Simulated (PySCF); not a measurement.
# C9H13B: circular dichroism and optical rotation, excited states, first hyperpolarisability, part 2 of 2

PySCF 2.14.0. Atoms count from 0. The steps go on from the part before.

## (5) Excited states: TDDFT CAM-B3LYP/def2-SVPD

Job settings and geometry (Å):

```
{"job": {"kind": "states", "xc": "CAM-B3LYP", "basis": "def2-SVPD", "tpa": true, "nstates": 8, "nquad": 6, "ntriplets": 0}, "charge": 0, "multiplicity": 1}
C      4.811231     0.557709     0.571487
C      3.855461    -0.595448     0.562012
C      2.593871    -0.534498     0.188477
C      1.363602    -0.468076    -0.175809
C      0.136112    -0.407720    -0.535339
C     -1.145434    -0.336507    -0.877675
C     -1.569730    -0.570602    -2.307443
B     -2.189620    -0.014600     0.253743
C     -3.712175     0.067291    -0.147327
C     -1.750675     0.221074     1.742493
H      5.671278     0.355263    -0.088397
H      4.327716     1.485387     0.237439
H      5.215724     0.719341     1.584402
H      4.239382    -1.570679     0.893708
H     -0.713850    -0.742633    -2.974399
H     -2.139999     0.291656    -2.689172
H     -2.239786    -1.443449    -2.374516
H     -4.030921    -0.818882    -0.722465
H     -3.856556     0.922719    -0.833562
H     -4.396454     0.200239     0.702991
H     -2.206274     1.147710     2.132820
H     -2.181832    -0.589535     2.359453
H     -0.666709     0.248283     1.919683
```

Method: TDDFT CAM-B3LYP/def2-SVPD excited states, vertical, gas phase, two-photon moments by quadratic response.

Output:

```text
coarse grid: 18920 points
cycle   1  E = -374.9097351700  dE =  1.263e+00  |g| = 4.060e-01  |ddm| = 2.766e+01
cycle   2  E = -374.9342004856  dE = -2.447e-02  |g| = 3.224e-01  |ddm| = 3.146e+00
cycle   3  E = -374.9609758677  dE = -2.678e-02  |g| = 7.611e-02  |ddm| = 8.787e-01
cycle   4  E = -374.9620304740  dE = -1.055e-03  |g| = 5.604e-02  |ddm| = 3.396e-01
cycle   5  E = -374.9629550317  dE = -9.246e-04  |g| = 8.811e-03  |ddm| = 2.431e-01
cycle   6  E = -374.9629786973  dE = -2.367e-05  |g| = 3.024e-03  |ddm| = 5.361e-02
cycle   7  E = -374.9629833981  dE = -4.701e-06  |g| = 1.682e-03  |ddm| = 2.193e-02
final grid: 181920 points
cycle   8  E = -375.0441777805  dE = -5.124e-05  |g| = 4.279e-03  |ddm| = 3.464e-01
cycle   9  E = -375.0441788207  dE = -1.040e-06  |g| = 3.942e-03  |ddm| = 3.552e-02
cycle  10  E = -375.0441826055  dE = -3.785e-06  |g| = 7.403e-04  |ddm| = 1.563e-02
cycle  11  E = -375.0441827364  dE = -1.309e-07  |g| = 2.700e-04  |ddm| = 3.432e-03
cycle  12  E = -375.0441827578  dE = -2.145e-08  |g| = 8.180e-05  |ddm| = 1.142e-03
cycle  13  E = -375.0441827599  dE = -2.030e-09  |g| = 2.321e-05  |ddm| = 3.568e-04
cycle  14  E = -375.0441827602  dE = -2.908e-10  |g| = 1.428e-05  |ddm| = 1.977e-04
converged SCF energy = -375.0441827602

Singlet excitations
state   eV       nm        f     d(h-e)  d(exc)  Lambda  PR(NTO)  |dmu|/D   mu/D   delta(TPA)   sigma/GM   main configurations
  1   3.1931   388.3   0.00001   1.071   3.432   0.500   1.050    3.316    4.080        0.08      0.000   H->L 0.96
  2   4.1657   297.6   0.00003   1.021   3.325   0.507   1.014    2.871    2.177        0.04      0.000   H-1->L+1 0.96
  3   4.4381   279.4   0.23037   0.404   3.484   0.793   1.632    1.314    2.048      211.19      1.524   H-1->L 0.81, H->L+1 0.17
  4   5.4526   227.4   1.70331   0.273   3.194   0.777   1.892    0.955    1.715      145.01      1.579   H->L+1 0.71, H-1->L 0.14
  5   5.7545   215.5   0.00130   0.831   3.237   0.396   1.195    3.113    2.408        1.68      0.020   H-2->L 0.65, H-3->L 0.21
  6   5.8506   211.9   0.00024   1.088   3.319   0.445   1.247    4.262    3.513        2.35      0.030   H-3->L 0.57, H-2->L 0.24
  7   6.1918   200.2   0.01245   0.198   4.049   0.309   1.129                                            H->L+2 0.50, H->L+3 0.31
  8   6.3287   195.9   0.00266   0.847   4.240   0.316   1.035                                            H-1->L+2 0.82
```

Run time: 2.9 min. Hardware: 1 thread of Arm Neoverse V1, shared host; peak memory 1.4 GiB.

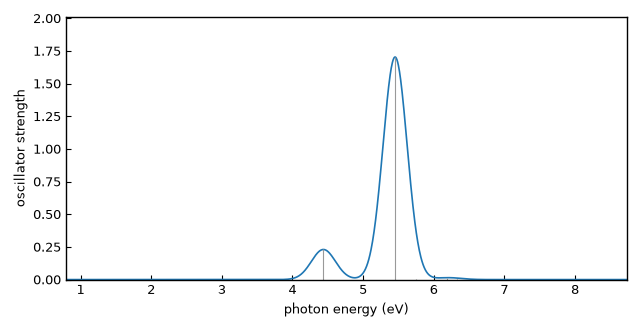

Absorption lines of the singlets. Lines are broadened to a width of 0.40 eV (Gaussian).

## (6) First hyperpolarisability: quadratic response CAM-B3LYP/def2-SVPD

Settings changed since step 5:

```diff
@@ -1,2 +1,2 @@
-{"job": {"kind": "states", "xc": "CAM-B3LYP", "basis": "def2-SVPD", "tpa": true, "nstates": 8, "nquad": 6, "ntriplets": 0}, "charge": 0, "multiplicity": 1}
+{"job": {"kind": "beta", "xc": "CAM-B3LYP", "basis": "def2-SVPD"}, "charge": 0, "multiplicity": 1}
 C      4.811231     0.557709     0.571487
```

Level: quadratic response CAM-B3LYP/def2-SVPD first hyperpolarisability, Taylor convention, gas phase.

Output:

```text
coarse grid: 18920 points
cycle   1  E = -374.9097351700  dE =  1.263e+00  |g| = 4.060e-01  |ddm| = 2.766e+01
cycle   2  E = -374.9342004856  dE = -2.447e-02  |g| = 3.224e-01  |ddm| = 3.146e+00
cycle   3  E = -374.9609758677  dE = -2.678e-02  |g| = 7.611e-02  |ddm| = 8.787e-01
cycle   4  E = -374.9620304740  dE = -1.055e-03  |g| = 5.604e-02  |ddm| = 3.396e-01
cycle   5  E = -374.9629550317  dE = -9.246e-04  |g| = 8.811e-03  |ddm| = 2.431e-01
cycle   6  E = -374.9629786973  dE = -2.367e-05  |g| = 3.024e-03  |ddm| = 5.361e-02
cycle   7  E = -374.9629833981  dE = -4.701e-06  |g| = 1.682e-03  |ddm| = 2.193e-02
final grid: 181920 points
cycle   8  E = -375.0441777805  dE = -5.124e-05  |g| = 4.279e-03  |ddm| = 3.464e-01
cycle   9  E = -375.0441788207  dE = -1.040e-06  |g| = 3.942e-03  |ddm| = 3.552e-02
cycle  10  E = -375.0441826055  dE = -3.785e-06  |g| = 7.403e-04  |ddm| = 1.563e-02
cycle  11  E = -375.0441827364  dE = -1.309e-07  |g| = 2.700e-04  |ddm| = 3.432e-03
cycle  12  E = -375.0441827578  dE = -2.145e-08  |g| = 8.180e-05  |ddm| = 1.142e-03
cycle  13  E = -375.0441827599  dE = -2.030e-09  |g| = 2.321e-05  |ddm| = 3.568e-04
cycle  14  E = -375.0441827602  dE = -2.908e-10  |g| = 1.428e-05  |ddm| = 1.977e-04
converged SCF energy = -375.0441827602

Lowest singlets (eV, f): 3.1931 0.0000  4.1657 0.0000  4.4381 0.2304

First hyperpolarisability (au)
process     nm      |vector|   parallel      HRS      DR
static         -      457.15     251.95     215.66    3.54
shg       1907.0      519.45     288.05     242.74    3.64
eope      1907.0      476.60     263.21          -       -
shg       1064.0      713.02     400.48     326.79   3.829
eope      1064.0      524.31     290.87          -       -
```

Wall time 2.4 min (1 thread of Arm Neoverse V1, shared host); peak memory 1.4 GiB.

## (7) Circular dichroism and optical rotation: TDDFT CAM-B3LYP/def2-SVPD in cyclohexane

Settings changed since step 6:

```diff
@@ -1,2 +1,2 @@
-{"job": {"kind": "beta", "xc": "CAM-B3LYP", "basis": "def2-SVPD"}, "charge": 0, "multiplicity": 1}
+{"job": {"kind": "ecd", "xc": "CAM-B3LYP", "basis": "def2-SVPD", "nstates": 12, "solvent": "cyclohexane"}, "charge": 0, "multiplicity": 1}
 C      4.811231     0.557709     0.571487
```

Method: TDDFT CAM-B3LYP/def2-SVPD circular dichroism and optical rotation, one conformer, IEF-PCM cyclohexane (non-equilibrium linear response, no local-field factor).

Output:

```text
coarse grid: 18920 points
cycle   1  E = -374.9127235314  dE =  1.261e+00  |g| = 4.021e-01  |ddm| = 2.766e+01
cycle   2  E = -374.9385220925  dE = -2.580e-02  |g| = 3.098e-01  |ddm| = 3.225e+00
cycle   3  E = -374.9632983476  dE = -2.478e-02  |g| = 6.209e-02  |ddm| = 8.351e-01
cycle   4  E = -374.9640232583  dE = -7.249e-04  |g| = 4.701e-02  |ddm| = 3.108e-01
cycle   5  E = -374.9646581711  dE = -6.349e-04  |g| = 7.025e-03  |ddm| = 2.291e-01
cycle   6  E = -374.9646747466  dE = -1.658e-05  |g| = 2.758e-03  |ddm| = 4.712e-02
cycle   7  E = -374.9646787767  dE = -4.030e-06  |g| = 1.497e-03  |ddm| = 2.092e-02
final grid: 181920 points
cycle   8  E = -375.0458621133  dE = -5.139e-05  |g| = 4.260e-03  |ddm| = 3.464e-01
cycle   9  E = -375.0458633960  dE = -1.283e-06  |g| = 3.801e-03  |ddm| = 3.592e-02
cycle  10  E = -375.0458668920  dE = -3.496e-06  |g| = 6.276e-04  |ddm| = 1.516e-02
cycle  11  E = -375.0458669819  dE = -8.994e-08  |g| = 2.669e-04  |ddm| = 3.731e-03
cycle  12  E = -375.0458670026  dE = -2.068e-08  |g| = 6.924e-05  |ddm| = 1.100e-03
cycle  13  E = -375.0458670041  dE = -1.487e-09  |g| = 1.649e-05  |ddm| = 3.751e-04
cycle  14  E = -375.0458670043  dE = -1.961e-10  |g| = 1.021e-05  |ddm| = 1.576e-04
converged SCF energy = -375.0458670043

Singlet excitations and rotatory strengths (1e-40 esu^2 cm^2)
state   eV       nm     f(len)   f(vel)    R(len)    R(vel)   main configurations
  1   3.1947   388.1  0.00001  0.00001     1.931     1.872   H->L 0.96
  2   4.1706   297.3  0.00007  0.00007     4.207     4.185   H-1->L+1 0.97
  3   4.3672   283.9  0.47018  0.46067    -7.843    -7.906   H-1->L 0.89, H->L+1 0.09
  4   5.1931   238.7  1.82601  1.79242   -41.330   -40.781   H->L+1 0.83
  5   5.7432   215.9  0.00064  0.00061     8.090     8.274   H-2->L 0.69, H-3->L 0.18
  6   5.8368   212.4  0.00025  0.00013    -0.712    -1.113   H-3->L 0.61, H-2->L 0.20
  7   6.1657   201.1  0.00925  0.00851    -7.980    -7.627   H->L+2 0.54, H->L+3 0.29
  8   6.3093   196.5  0.00266  0.00299     3.171     3.045   H-1->L+2 0.82
  9   6.5815   188.4  0.00102  0.00114    -0.053     0.108   H-5->L 0.67
 10   6.7324   184.2  0.00162  0.00209    -1.163    -1.536   H->L+4 0.30, H->L+3 0.28, H-5->L 0.16
 11   6.9396   178.7  0.03074  0.03319    10.707    11.018   H->L+4 0.30, H->L+2 0.20, H->L+3 0.19
 12   6.9925   177.3  0.19174  0.18765    38.911    37.929   H-1->L+3 0.68

Specific rotation (deg / (dm g/mL))
    nm     length   length(OI)   velocity    alpha(len)  alpha(vel)
  633.0    -155.84    -157.49    -158.14      197.855    196.461
  589.3    -181.84    -183.81    -184.77      200.812    199.373
  546.0    -212.39    -214.78    -216.31      204.703    203.205
  436.0    -175.21    -179.66    -190.85      223.678    221.880
```

It took 4.7 min on 1 thread of Arm Neoverse V1, shared host; peak memory 1.7 GiB.

Warnings kept with the result: wavelengths within 0.3 eV of the first excitation or beyond it are left out.

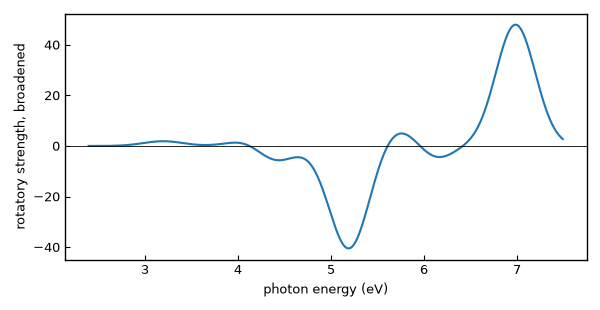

Circular dichroism: velocity-form rotatory strengths under Gaussians of 0.3 eV half-width at 1/e.

## (8) Results

What follows sums up all 2 parts.

| quantity | value |
| --- | --- |
| point group | C1 |
| rotational constants (main isotopes) | 2.81, 0.48, 0.42 GHz |
| state of largest rotatory strength (velocity form) among 12 (step 3, TDDFT CAM-B3LYP/def2-SVPD) | 5.45 eV, R = -56.4 (velocity), -57.1 (length) ·10⁻⁴⁰ esu² cm² |
| specific rotation at 633.0 nm (step 3, TDDFT CAM-B3LYP/def2-SVPD) | -168.2 (velocity), -166.0 (length) |
| surface potential, least and greatest | -0.54 V and 0.81 V |
| S1 less T1 (step 4, TDA CAM-B3LYP/def2-SVPD) | 0.67 eV |
| β vector (step 6, quadratic response CAM-B3LYP/def2-SVPD) | static 457, SHG 1907.0 nm 519, SHG 1064.0 nm 713 au |
| state of largest rotatory strength (velocity form) among 12 (step 7, TDDFT CAM-B3LYP/def2-SVPD in cyclohexane) | 5.19 eV, R = -40.8 (velocity), -41.3 (length) ·10⁻⁴⁰ esu² cm² |
| specific rotation at 633.0 nm (step 7, TDDFT CAM-B3LYP/def2-SVPD in cyclohexane) | -158.1 (velocity), -155.8 (length) |

Over 5 steps the energy fell by 0.086 eV; of the close pairs, C5–B7 changed most, 1.551 to 1.573 Å. No frequency check was run at this level, so the end point may be a saddle. Rotations belong to one conformer and to the handedness of the start. At CAM-B3LYP/def2-SVPD, counted by nearest atom on the grid, the HOMO lies on C1, C4 about 24 % each; C3 17 %, the LUMO on C2, C4 about 19 % each; B7 20 %. In step 4, the number of triplets below S1 is 3, and the largest singlet-triplet spin-orbit coupling is S0–T4, 11.66 cm⁻¹. β grows from 457 au (static) to 713 au for doubling at 1064.0 nm: normal dispersion, which grows as twice the photon energy moves toward the bright states.
